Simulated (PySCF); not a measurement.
## A study: C3H8ClSi, doublet, SMILES `C[Si](C)CCl`

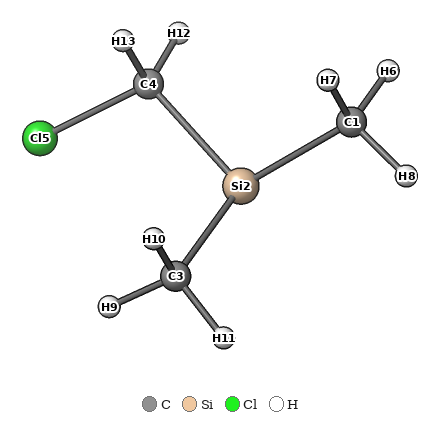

The molecule, with its atoms numbered as below. No frequency check shows the geometry to be a minimum.

Coordinates in Å:

```
C1       2.4206    0.9282    0.1004
Si2      0.8519   -0.0251   -0.4192
C3       0.8491   -1.8195    0.2166
C4      -0.6617    0.9049    0.3264
Cl5     -2.1742    0.0349   -0.0612
H6       2.4132    1.9502   -0.2651
H7       2.5075    0.9653    1.1851
H8       3.3138    0.4470   -0.2839
H9      -0.0899   -2.3138   -0.0123
H10      0.9811   -1.8411    1.2978
H11      1.6501   -2.4028   -0.2269
H12     -0.7777    1.9145   -0.0605
H13     -0.6114    0.9573    1.4146
```

Part 1: Bonding charge

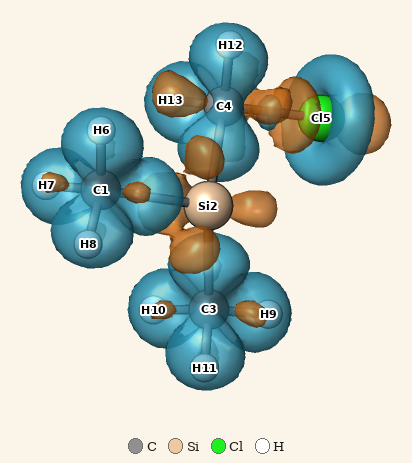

Deformation density (molecule less spherical, spin-averaged free atoms at the same positions), surfaces at ±0.06 e/Å³; light blue: gain, orange: loss.

Method: PBE/def2-SVP; geometry: GFN2-xTB; program: PySCF. The stability of the open-shell solution wasn't checked. GFN2-xTB doesn't know the spin state, so this open-shell geometry is rough.

> Describe the bonding that the map shows.

The five largest and four smallest: C4–H12: +0.68 e/Å³ at the bond critical point (bond length 1.09 Å, Mayer order 0.9). C4–H13: +0.66 e/Å³ at the bond critical point (bond length 1.09 Å, Mayer order 0.9). C3–H9: +0.62 e/Å³ at the bond critical point (bond length 1.09 Å, Mayer order 1.0). C1–H8: +0.61 e/Å³ at the bond critical point (bond length 1.08 Å, Mayer order 1.0). C1–H6: +0.61 e/Å³ at the bond critical point (bond length 1.08 Å, Mayer order 1.0). Si2–C3: +0.13 e/Å³ at the bond critical point (bond length 1.90 Å, Mayer order 1.0). C1–Si2: +0.13 e/Å³ at the bond critical point (bond length 1.91 Å, Mayer order 1.0). Si2–C4: +0.12 e/Å³ at the bond critical point (bond length 1.93 Å, Mayer order 0.9). C4–Cl5: +0.11 e/Å³ at the bond critical point (bond length 1.79 Å, Mayer order 1.0). In all, 2.6 electrons gather in the regions of gain relative to the promolecule. A small or negative value marks a very polar bond, one between electron-rich atoms, whose free-atom densities already overlap strongly, a long bond to a heavier atom, or a closed-shell contact such as a hydrogen bond.

> Where do the Hirshfeld charges lie?

The highest Hirshfeld charge is on Si2 (+0.27 e), the lowest on C1 (−0.20 e).

Part 2: Bond critical points

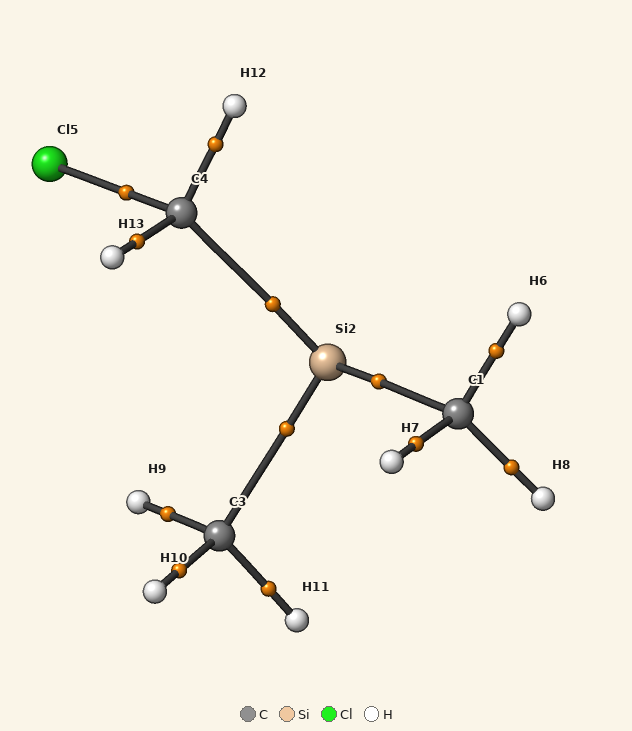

Molecular graph of the electron density (QTAIM): bond paths, bond critical points (orange), ring points (yellow, if any); weak paths are dashed.

> How many critical points of each kind are there, and does the count close?

13 nuclei, 12 bond, 0 ring and 0 cage critical points: 13 − 12 + 0 − 0 = 1, as the Poincaré–Hopf relation requires.

> Tabulate density, Laplacian, ellipticity and energy density at the bond critical points (atomic units).

| bond | length (Å) | ρ (a.u.) | ∇²ρ (a.u.) | ε | H (a.u.) |
| --- | --- | --- | --- | --- | --- |
| C4–H12 | 1.087 | 0.277 | −1.03 | 0.04 | −0.299 |
| C4–H13 | 1.091 | 0.274 | −1.00 | 0.05 | −0.293 |
| C3–H9 | 1.086 | 0.271 | −0.98 | 0.02 | −0.291 |
| C1–H8 | 1.085 | 0.271 | −0.96 | 0.02 | −0.289 |
| C1–H6 | 1.085 | 0.270 | −0.96 | 0.02 | −0.289 |
| C3–H11 | 1.086 | 0.270 | −0.96 | 0.02 | −0.288 |
| C1–H7 | 1.089 | 0.267 | −0.93 | 0.03 | −0.283 |
| C3–H10 | 1.089 | 0.267 | −0.93 | 0.03 | −0.282 |
| C4–Cl5 | 1.787 | 0.174 | −0.17 | 0.03 | −0.105 |
| Si2–C3 | 1.904 | 0.109 | +0.29 | 0.06 | −0.056 |
| C1–Si2 | 1.908 | 0.108 | +0.29 | 0.05 | −0.055 |
| Si2–C4 | 1.927 | 0.105 | +0.29 | 0.07 | −0.052 |

> What kind of interaction is C4–H12?

Shared-shell (covalent): ρ = 0.277, ∇²ρ = −1.03, H = −0.299 a.u.

Part 3: Local ionisation energy

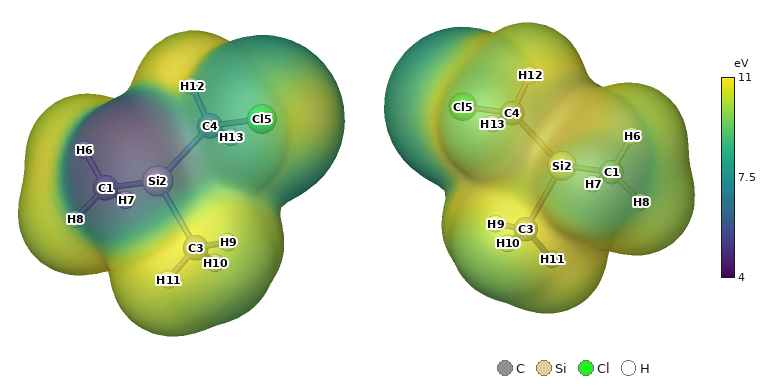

Average local ionisation energy on the surface of electron density 0.001 a.u. (back view left, front view right).

> Locate the minima of the map.

The lowest value is 5.0 eV, 2.5 Å from Si2. Further minima include 8.1 eV, 2.0 Å from Cl5; 8.1 eV, 2.1 Å from Cl5; 9.4 eV, 1.7 Å from H10. For comparison, the highest occupied orbital lies at −4.5 eV.

> What volume does the surface enclose, and what is the dipole moment?

About 145 Å³; the dipole moment is 2.1 D.

Part 4: Spin density

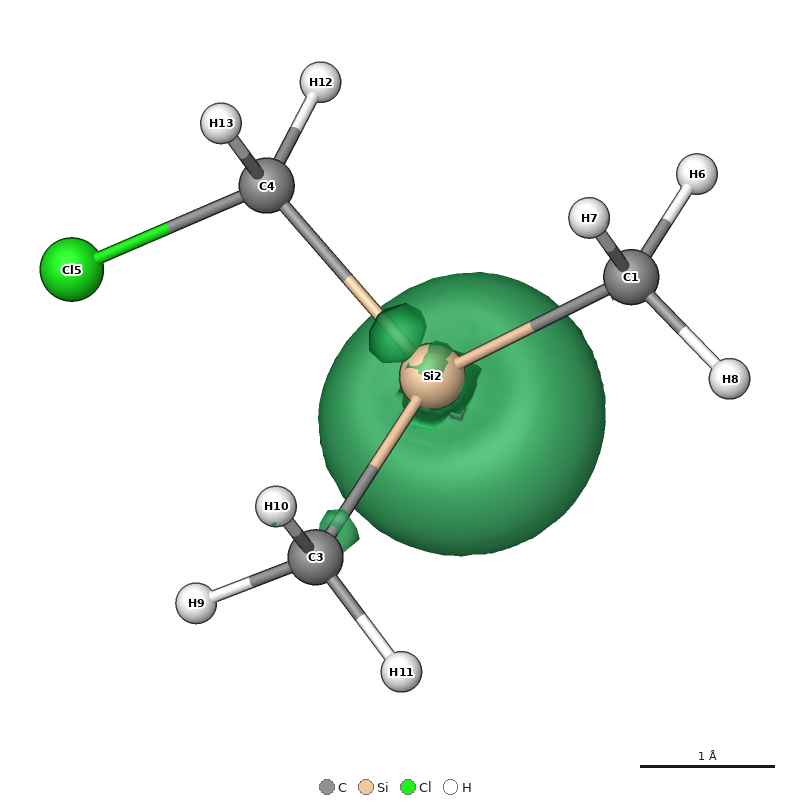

Spin density ρα − ρβ at ±0.05 e/Å³ (green: excess α, purple: excess β).

> How is the spin shared among the atoms?

Hirshfeld spin populations: Si2 +0.76, C3 +0.05, C1 +0.05 and C4 +0.04. ⟨S²⟩ = 0.75, as for a pure state.

Part 5: In an electric field

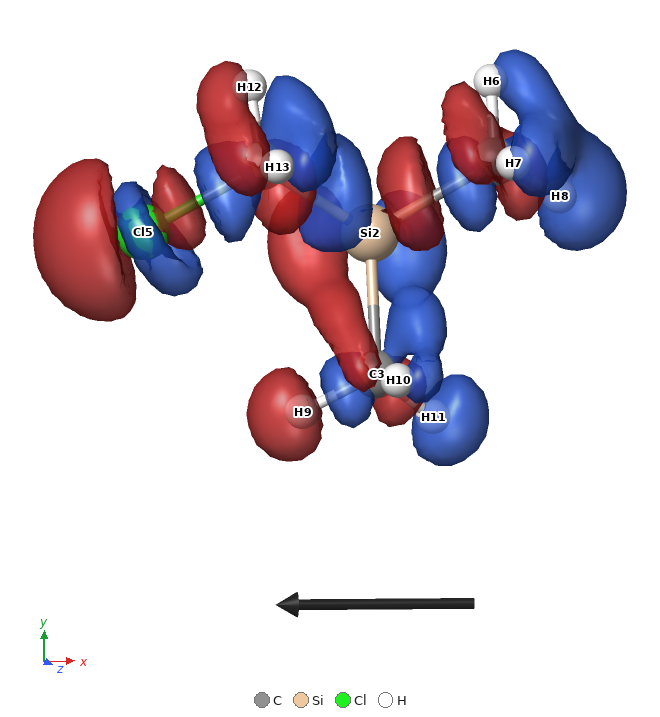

Change of the electron density in a uniform field of 0.10 V/Å along −x (arrow), surfaces at ±0.001 e/Å³ (blue: gain, red: loss).

Computed with PySCF, HF/cc-pVDZ, geometry: GFN2-xTB. A basis without diffuse functions makes polarisabilities too small. The stability of the open-shell solution wasn't checked. GFN2-xTB doesn't know the spin state, so this open-shell geometry is rough.

> What dipole is induced, and what polarisability does it imply?

The induced dipole is 0.39 D (along the field); α along this axis, from the fields in both directions, is 77 bohr³ (11.4 Å³).

> Which atoms gain and lose the most charge?

Electrons gather most on H8 (Hirshfeld charge changes by −0.004 e) and leave Cl5 most (+0.010 e); 0.036 electrons are displaced in all.
